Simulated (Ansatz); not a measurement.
# B$_{2}$H$_{4}$Mg: what the fields show

The calculation's input:

```
crystal:
  periodic: [false, false, false]
  atoms:
    - {symbol: B, position_ang: [-1.957517, -0.259335, -1.234107]}
    - {symbol: Mg, position_ang: [0.117815, 0.118737, -0.475092]}
    - {symbol: B, position_ang: [1.403796, 0.480558, 1.381597]}
    - {symbol: H, position_ang: [-2.401260, -0.426195, -2.322836]}
    - {symbol: H, position_ang: [-1.973772, 0.836186, -0.705038]}
    - {symbol: H, position_ang: [2.573605, 0.673959, 1.618513]}
    - {symbol: H, position_ang: [-1.671946, -1.199082, -0.516031]}
basis:
  gaussian: {orbitals: def2-TZVPP}
hamiltonian: {xc: pbe0, dispersion: d4}
output: {orbitals: {seedname: orbitals}}
```

Command:

```sh
ansatz run in.yaml --threads 2 --pin off --events-out ev --progress --plain --max-ram 4352MiB
```

Geometry: PBE0-D4/def2-TZVP.

All numbers below come from RKS PBE0-D4/def2-TZVPP in Ansatz.

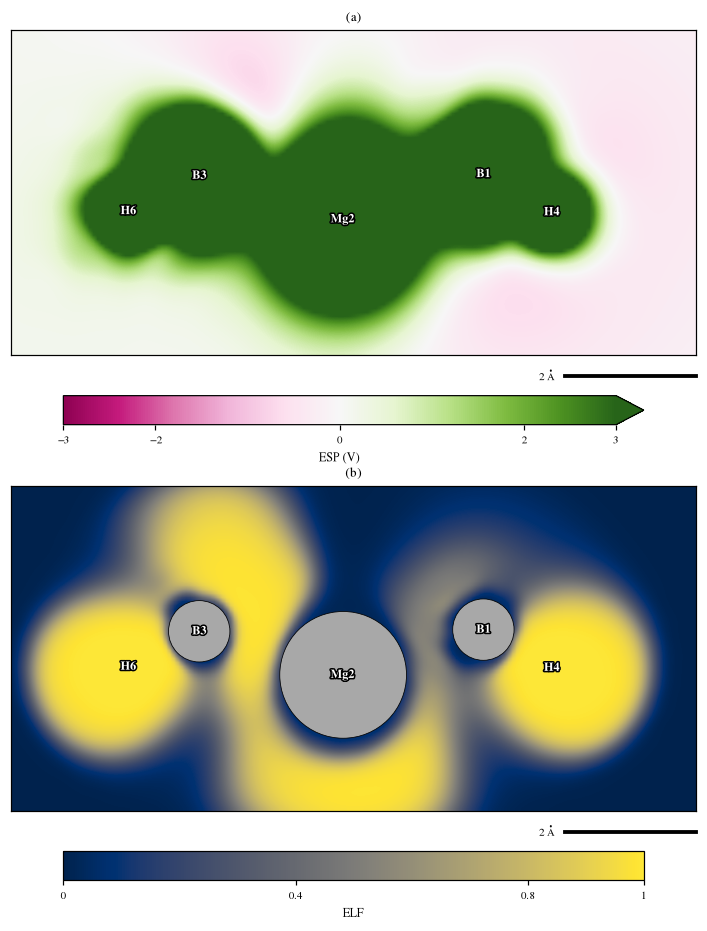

Figure 1. (a) molecular electrostatic potential; (b) ELF on the plane of atoms Mg2, B1 and H4. Grey discs cover the atomic cores in the ELF map.

Q: Read the bonding off the picture.

A: Atoms in the plane: B, Mg and H. Mg–B (2.24 Å): the ELF peaks at about 0.55 in the valence shell of B, 0.9 Å from its nucleus, and is about 0.35 at the midpoint. B–H (1.19 Å): the ELF climbs to about 1 towards the hydrogen, as it does in any bond to H: a covalent bond by its length. Mg–B (2.29 Å): the ELF peaks at about 1 in the valence shell of B, 0.8 Å from its nucleus, and is about 0.85 at the midpoint. Outside the dense part of the molecule the potential is most negative (−0.7 V) near H6.

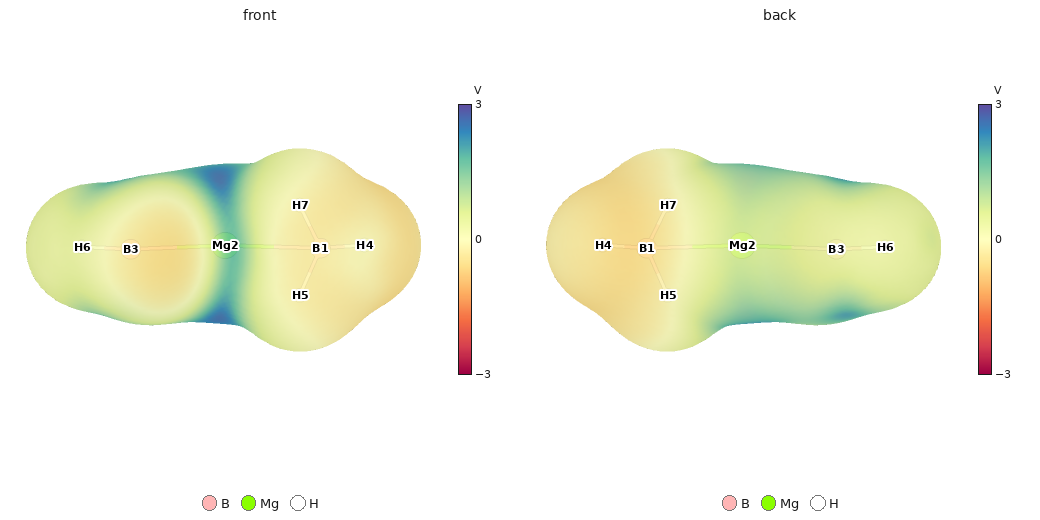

Figure 2. The molecular electrostatic potential painted on the density surface at 0.002 e/bohr³, seen from the front and from behind; the colour scale runs from red (negative) to blue (positive).

Q: Where is the surface potential most negative and most positive?

A: The most negative region (about −0.6 V) lies over H4, the most positive (about +2.6 V) over Mg2.

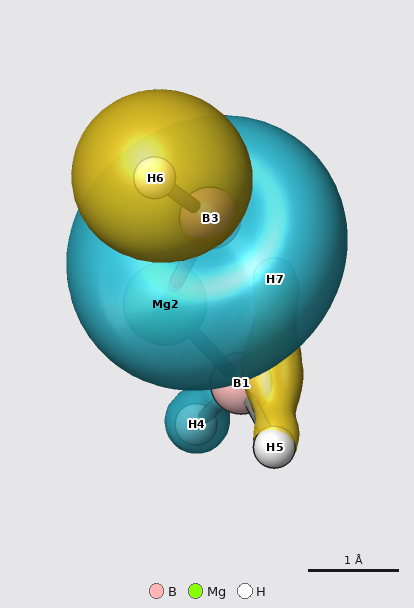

Figure 3. The HOMO−1 at ±0.1 Å⁻³ᐟ² (yellow and cyan are the two phases), seen at an oblique angle.

Q: What is the character of this orbital?

A: It lies mainly on B3 (about 55 %), Mg2 (about 25 %) and H6 (about 15 %). Its energy is −8.38 eV.
